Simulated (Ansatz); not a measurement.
GaH$_{2}$Cl$_{3}$: geometry relaxation

System: GaH$_{2}$Cl$_{3}$.
Method: RKS PBE-D4/def2-SVP (Ansatz 0.2.0).

The input holds or restrains some coordinates. It belongs to a series of runs on one base structure; here: pulled along the bonds that form and break, towards end B. Figures and captions count atoms from 1; the log counts them from 0 in places.

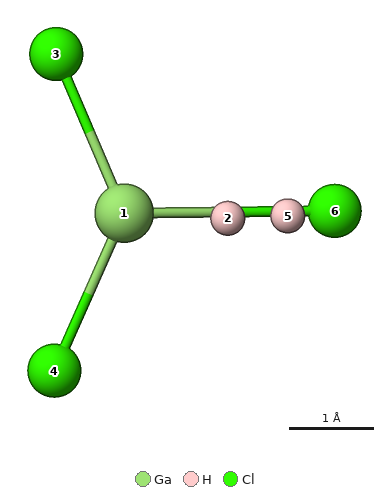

Figure 1. The structure as given in the input (ball-and-stick view, seen at a tilt; atoms are numbered from 1 in the order of the input). Sticks mark near contacts. Bond lengths as drawn: Cl–Ga 2.07 to 2.61 Å.

Input file
```yaml
crystal:
  periodic: [false, false, false]
  atoms:
    - { symbol: Ga, position_ang: [-0.5454, 0.3805, -0.2604] }
    - { symbol: H, position_ang: [1.4408, 0.0176, -0.3147] }
    - { symbol: Cl, position_ang: [-1.422, -0.4581, -1.9332] }
    - { symbol: Cl, position_ang: [-0.837, 2.193, 0.687] }
    - { symbol: H, position_ang: [1.2418, -0.6473, 0.3775] }
    - { symbol: Cl, position_ang: [0.1218, -1.4858, 1.4438] }
basis:
  gaussian: { orbitals: def2-SVP }
hamiltonian:
  xc: pbe
  dispersion: d4
relax:
  f_tol: 0.15
  max_steps: 25
  restrain:
    - { distance: [0, 5], at: 2.24, k: 30.0 }
    - { distance: [4, 1], at: 0.62, k: 30.0 }
    - { distance: [0, 1], at: 2.83, k: 30.0 }
    - { distance: [4, 5], at: 2.63, k: 30.0 }
output:
  orbitals: {}
```

Launched with:
```bash
ansatz run input.yaml --threads 2 --pin off --max-ram 3072MiB --backend cpu --events-out ev --progress --plain --runs-dir out
```

The program's output
```
The last accepted step is kept in [file] (removed where the run ends without a failure and the disk answers)
Engine: ansatz 0.2.0, aarch64-unknown-linux-gnu
Functional definition: PBE
  parameter kappa = 0.804
  parameter beta = 0.06672455060314922
  exchange = pbe_x(kappa = kappa, mu = beta*pi^2/3)
  correlation = pbe_c(beta = beta)
1056 factors; their error is unknown
mean field evaluation 1: about -89936.9167 eV, gradient 3.5e1 eV
mean field evaluation 2: about -89930.9916 eV, gradient 6.5e1 eV
mean field evaluation 4: about -89938.9132 eV, gradient 2.7e0 eV
mean field evaluation 8: about -89938.8742 eV, gradient 8.5e-2 eV
mean field evaluation 16: about -89938.8742 eV, gradient 3.5e-5 eV
mean field -89938.87424448 eV, -3305.1926657263 hartree, gradient 3.5e-5 eV, S^2 0.000000; 0 other end points of the search recorded, 0 dependent functions left out
the calculation of the forces begins
reference -89938.87427986 eV, -3305.1926670264 hartree; 42, 42 occupied and 54, 54 virtual orbitals, 1056 factors
relax step   1: F+E_penalty+E_count = -89939.08197757 eV  Δ(F+E_penalty+E_count) = +0.000e0 eV  max|allowed force component| = 1.975e0 eV/Å  E_restraint = 25.26629637 eV  max|allowed force component, restraints' pulls added| = 2.424e1 eV/Å  Δτ_max = 0.0000 Å  (26 SCF iters, accepted)
  distance Ga 0 - Cl 5 = 2.6139 Å
  distance H 4 - H 1 = 0.9802 Å
  distance Ga 0 - H 1 = 2.0198 Å
  distance H 4 - Cl 5 = 1.7591 Å
these checks for a lower state are left out or cut short: starts, cluster_reference, orbital_swaps, neighbouring_geometries, increment
1056 factors; their error is unknown
mean field -89939.25239492 eV, -3305.2065624985 hartree, gradient 1.0e-5 eV, S^2 0.000000; 0 other end points of the search recorded, 0 dependent functions left out
the calculation of the forces begins
reference -89939.25242996 eV, -3305.2065637860 hartree; 42, 42 occupied and 54, 54 virtual orbitals, 1056 factors
relax step   2: F+E_penalty+E_count = -89939.44046163 eV  Δ(F+E_penalty+E_count) = -3.585e-1 eV  max|allowed force component| = 2.431e0 eV/Å  E_restraint = 11.15260358 eV  max|allowed force component, restraints' pulls added| = 1.490e1 eV/Å  Δτ_max = 0.1949 Å  (34 SCF iters, accepted)
  distance Ga 0 - Cl 5 = 2.5422 Å
  distance H 4 - H 1 = 0.7833 Å
  distance Ga 0 - H 1 = 2.2860 Å
  distance H 4 - Cl 5 = 2.0559 Å
these checks for a lower state are left out or cut short: starts, cluster_reference, orbital_swaps, neighbouring_geometries, increment
1056 factors; their error is unknown
mean field evaluation 32: about -89939.6284 eV, gradient 1.1e-5 eV
mean field -89939.62844022 eV, -3305.2203819084 hartree, gradient 1.1e-5 eV, S^2 0.000000; 0 other end points of the search recorded, 0 dependent functions left out
the calculation of the forces begins
reference -89939.62847506 eV, -3305.2203831886 hartree; 42, 42 occupied and 54, 54 virtual orbitals, 1056 factors
relax step   3: F+E_penalty+E_count = -89939.81487845 eV  Δ(F+E_penalty+E_count) = -3.744e-1 eV  max|allowed force component| = 3.204e0 eV/Å  E_restraint = 2.57053100 eV  max|allowed force component, restraints' pulls added| = 9.134e0 eV/Å  Δτ_max = 0.1948 Å  (33 SCF iters, accepted)
  distance Ga 0 - Cl 5 = 2.3951 Å
  distance H 4 - H 1 = 0.6766 Å
  distance Ga 0 - H 1 = 2.5598 Å
  distance H 4 - Cl 5 = 2.3633 Å
these checks for a lower state are left out or cut short: starts, cluster_reference, orbital_swaps, neighbouring_geometries, increment
1056 factors; their error is unknown
mean field -89939.97000508 eV, -3305.2329341854 hartree, gradient 2.0e-5 eV, S^2 0.000000; 0 other end points of the search recorded, 0 dependent functions left out
the calculation of the forces begins
reference -89939.97004017 eV, -3305.2329354749 hartree; 42, 42 occupied and 54, 54 virtual orbitals, 1056 factors
relax step   4: F+E_penalty+E_count = -89940.15627794 eV  Δ(F+E_penalty+E_count) = -3.414e-1 eV  max|allowed force component| = 3.705e0 eV/Å  E_restraint = 0.05028027 eV  max|allowed force component, restraints' pulls added| = 2.872e0 eV/Å  Δτ_max = 0.1940 Å  (31 SCF iters, accepted)
  distance Ga 0 - Cl 5 = 2.2011 Å
  distance H 4 - H 1 = 0.6613 Å
  distance Ga 0 - H 1 = 2.8241 Å
  distance H 4 - Cl 5 = 2.6402 Å
these checks for a lower state are left out or cut short: starts, cluster_reference, orbital_swaps, neighbouring_geometries, increment
1056 factors; their error is unknown
mean field -89940.01648980 eV, -3305.2346424676 hartree, gradient 2.2e-5 eV, S^2 0.000000; 0 other end points of the search recorded, 0 dependent functions left out
the calculation of the forces begins
reference -89940.01652485 eV, -3305.2346437554 hartree; 42, 42 occupied and 54, 54 virtual orbitals, 1056 factors
relax step   5: F+E_penalty+E_count = -89940.20326644 eV  Δ(F+E_penalty+E_count) = -4.699e-2 eV  max|allowed force component| = 3.159e0 eV/Å  E_restraint = 0.05967762 eV  max|allowed force component, restraints' pulls added| = 2.152e0 eV/Å  Δτ_max = 0.0618 Å  (26 SCF iters, accepted)
  distance Ga 0 - Cl 5 = 2.2027 Å
  distance H 4 - H 1 = 0.6699 Å
  distance Ga 0 - H 1 = 2.8229 Å
  distance H 4 - Cl 5 = 2.6368 Å
these checks for a lower state are left out or cut short: starts, cluster_reference, orbital_swaps, neighbouring_geometries, increment
1056 factors; their error is unknown
mean field -89940.16113166 eV, -3305.2399579578 hartree, gradient 1.0e-5 eV, S^2 0.000000; 0 other end points of the search recorded, 0 dependent functions left out
the calculation of the forces begins
reference -89940.16116671 eV, -3305.2399592458 hartree; 42, 42 occupied and 54, 54 virtual orbitals, 1056 factors
relax step   6: F+E_penalty+E_count = -89940.34749437 eV  Δ(F+E_penalty+E_count) = -1.442e-1 eV  max|allowed force component| = 1.738e0 eV/Å  E_restraint = 0.13729938 eV  max|allowed force component, restraints' pulls added| = 1.342e-1 eV/Å  Δτ_max = 0.0394 Å  (27 SCF iters, accepted)
  distance Ga 0 - Cl 5 = 2.2106 Å
  distance H 4 - H 1 = 0.7107 Å
  distance Ga 0 - H 1 = 2.8281 Å
  distance H 4 - Cl 5 = 2.6374 Å
1056 factors; their error is unknown
mean field evaluation 64: about -89940.2215 eV, gradient 4.0e-2 eV
```

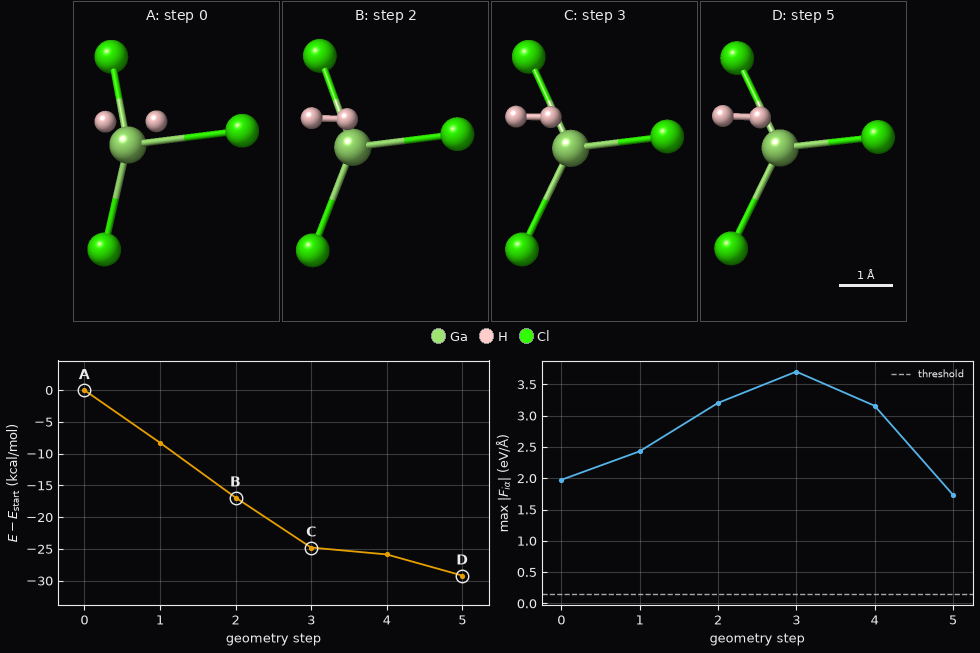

Figure 2. Frames of the restrained relaxation (ball-and-stick view, seen at a tilt) above the curves, on which the letters mark them (the first geometry is step 0 here and step 1 in the log).

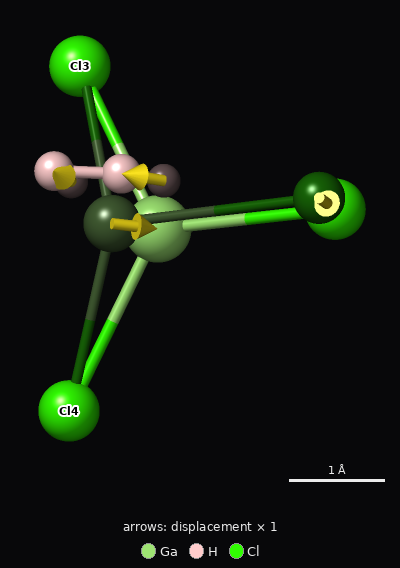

Figure 3. Start (faint) and end (solid) with the displacements as yellow arrows, at true length (ball-and-stick view, seen at a tilt). The two geometries are laid on each other by the best rigid fit. After 5 geometry steps the energy has fallen by 29.2 kcal/mol. The largest force component goes from 2 to 1.7 eV/Å. The largest moves after the best rigid fit, 0.52 Å, are those of Ga1 and H5. Largest moves by element: Ga 0.52 Å, H 0.52 Å, Cl 0.49 Å. Among the contacts that change: Ga1–Cl6 2.614 → 2.211 Å, H2–H5 0.980 → 0.711 Å, Ga1–Cl3 2.066 → 2.136 Å. New bonds form: H2–H5 (0.98 → 0.71 Å). Among the angles that change: Cl3–Ga1–Cl4 131.9° → 121.4°, Cl3–Ga1–Cl6 110.3° → 119.4°, Cl4–Ga1–Cl6 111.3° → 119.3°. (Atoms are counted from 1 in the order of the input.)

```
mean field -89940.16113166 eV, -3305.2399579578 hartree, gradient 1.0e-5 eV, S^2 0.000000; 1 other end points of the search recorded, 0 dependent functions left out
the calculation of the forces begins
reference -89940.16116671 eV, -3305.2399592458 hartree; 42, 42 occupied and 54, 54 virtual orbitals, 1056 factors
Total energy: -89940.34752942 eV, -3305.2468079490 hartree
Atom 0 at    -0.885691     0.137357     0.051982 Å, force     0.331112    -0.648806     0.586118 eV/Å
Atom 1 at     1.903172    -0.013471    -0.392827 Å, force     0.929116     1.551249    -1.737817 eV/Å
Atom 2 at    -1.428719    -0.422298    -1.936197 Å, force    -0.028372     0.001965    -0.013187 eV/Å
Atom 3 at    -0.861692     2.183703     0.663393 Å, force    -0.025475     0.016498     0.001816 eV/Å
Atom 4 at     1.634165    -0.451003     0.098401 Å, force    -0.829328    -1.472582     1.637105 eV/Å
Atom 5 at    -0.361235    -1.434388     1.515247 Å, force    -0.377053     0.551677    -0.474035 eV/Å
Dipole moment:     0.048903     0.046619    -0.058217 e Å
```

Trajectory as extended XYZ (Å, eV, eV/Å), 6 frames, from step=1 to step=6
```
6
Properties=species:S:1:pos:R:3:forces:R:3 step=1 energy=-89939.08198
Ga   -0.5454    0.3805   -0.2604    1.8458  -1.9748   1.5502
H     1.4408    0.0176   -0.3147   -0.4290  -0.2671   0.3313
Cl   -1.4220   -0.4581   -1.9332   -0.5177  -0.4211  -1.0199
Cl   -0.8370    2.1930    0.6870   -0.1880   1.1053   0.5031
H     1.2418   -0.6473    0.3775   -0.1205   0.8211  -0.7740
Cl    0.1218   -1.4858    1.4438   -0.5906   0.7365  -0.5907
6
Properties=species:S:1:pos:R:3:forces:R:3 step=2 energy=-89939.44046
Ga   -0.6624    0.3264   -0.1822    1.0589  -2.4310   2.2438
H     1.5920   -0.0360   -0.2936    0.3397   0.6197  -0.6863
Cl   -1.4284   -0.4627   -1.9423   -0.2846  -0.2316  -0.9250
Cl   -0.8402    2.2027    0.6925   -0.0153   0.9053   0.2464
H     1.3475   -0.5424    0.2517   -0.0143  -0.0771   0.0773
Cl   -0.0085   -1.4881    1.4738   -1.0844   1.2148  -0.9561
6
Properties=species:S:1:pos:R:3:forces:R:3 step=3 energy=-89939.81488
Ga   -0.7930    0.2392   -0.0670    0.6937  -1.9072   1.8066
H     1.7388   -0.0457   -0.3149    1.7303   2.9129  -3.2036
Cl   -1.4279   -0.4625   -1.9526   -0.0991  -0.0057  -0.3804
Cl   -0.8373    2.2111    0.6915   -0.0065   0.3215   0.0039
H     1.4945   -0.4714    0.1508   -1.4230  -2.6603   2.8873
Cl   -0.1751   -1.4707    1.4921   -0.8953   1.3388  -1.1139
6
Properties=species:S:1:pos:R:3:forces:R:3 step=4 energy=-89940.15628
Ga   -0.9137    0.1522    0.0457    0.3657  -0.5700   0.4846
H     1.8747   -0.0258   -0.3653    1.5874   3.4397  -3.7046
Cl   -1.4376   -0.4485   -1.9416   -0.0289   0.0857   0.0676
Cl   -0.8522    2.1964    0.6818   -0.0587  -0.0797  -0.0694
H     1.6804   -0.4564    0.0974   -1.4624  -3.3401   3.5785
Cl   -0.3514   -1.4181    1.4820   -0.4031   0.4643  -0.3567
6
Properties=species:S:1:pos:R:3:forces:R:3 step=5 energy=-89940.20327
Ga   -0.8974    0.1433    0.0501    0.3442  -0.5779   0.5088
H     1.8922   -0.0039   -0.3562    1.8614   3.1589  -3.0103
Cl   -1.4237   -0.4504   -1.9366   -0.0347   0.0631   0.0378
Cl   -0.8376    2.1884    0.6773   -0.0518  -0.0486  -0.0506
H     1.6270   -0.4505    0.0668   -1.7383  -3.0749   2.9030
Cl   -0.3604   -1.4270    1.4986   -0.3809   0.4795  -0.3887
6
Properties=species:S:1:pos:R:3:forces:R:3 step=6 energy=-89940.34749
Ga   -0.8857    0.1374    0.0520    0.3311  -0.6488   0.5861
H     1.9032   -0.0135   -0.3928    0.9291   1.5512  -1.7378
Cl   -1.4287   -0.4223   -1.9362   -0.0284   0.0020  -0.0132
Cl   -0.8617    2.1837    0.6634   -0.0255   0.0165   0.0018
H     1.6342   -0.4510    0.0984   -0.8293  -1.4726   1.6371
Cl   -0.3612   -1.4344    1.5152   -0.3771   0.5517  -0.4740
```

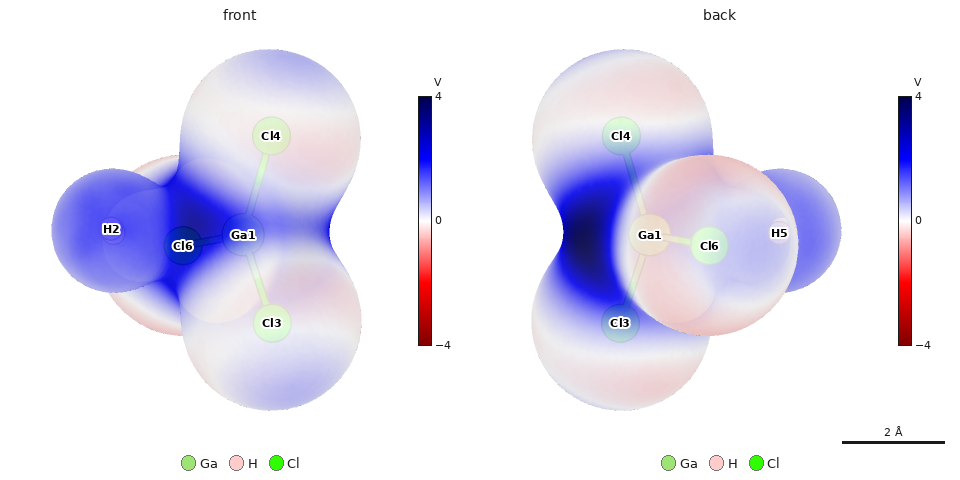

Figure 4. The electrostatic potential painted on the density surface at 0.004 e/bohr³, seen face on and from behind; the colour scale runs from red (negative) to blue (positive).

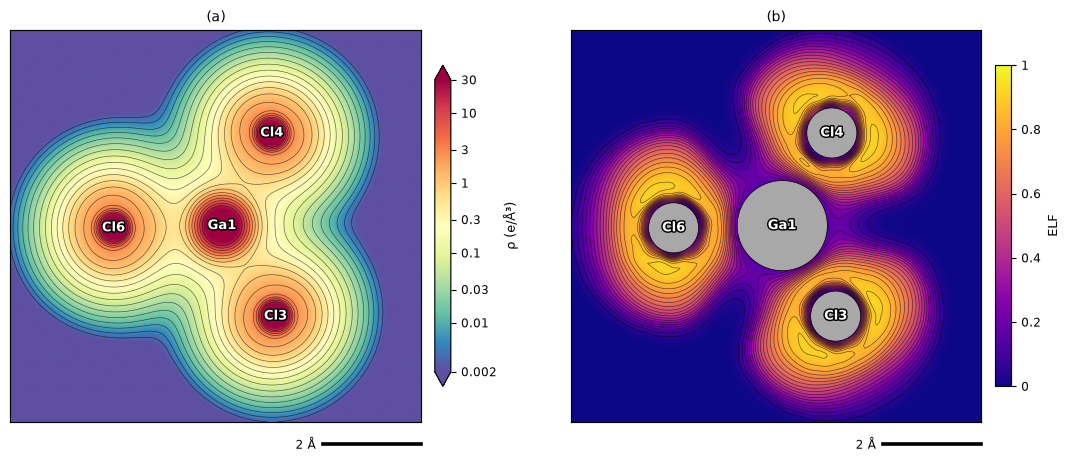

Figure 5. (a) total electron density; (b) electron localisation function on the plane of atoms Cl4, Ga1 and Cl6. Grey discs, where drawn, cover atomic cores. Atoms in the plane: Ga and Cl. Ga–Cl (2.14 Å): ρ is about 0.69 e/Å³ halfway; the ELF peaks at about 0.85 in the valence shell of Cl, 0.8 Å from its nucleus, and is about 0.55 at the midpoint. Ga–Cl (2.21 Å): ρ is about 0.61 e/Å³ halfway; the ELF peaks at about 0.80 in the valence shell of Cl, 0.8 Å from its nucleus, and is about 0.55 at the midpoint.

Summary

- outcome: converged under the restraints of the input
- total energy: −89940.3475 eV
- mean-field energy: −89940.1612 eV
- largest force (length of the vector) at the end, held atoms and coordinates included: 2.508 eV/Å
- hardware: 2 threads of Arm Neoverse V1, 24 GiB of memory available, shared host
- wall time: 12 s (CPU time 24 s)
- peak memory: 0.14 GiB
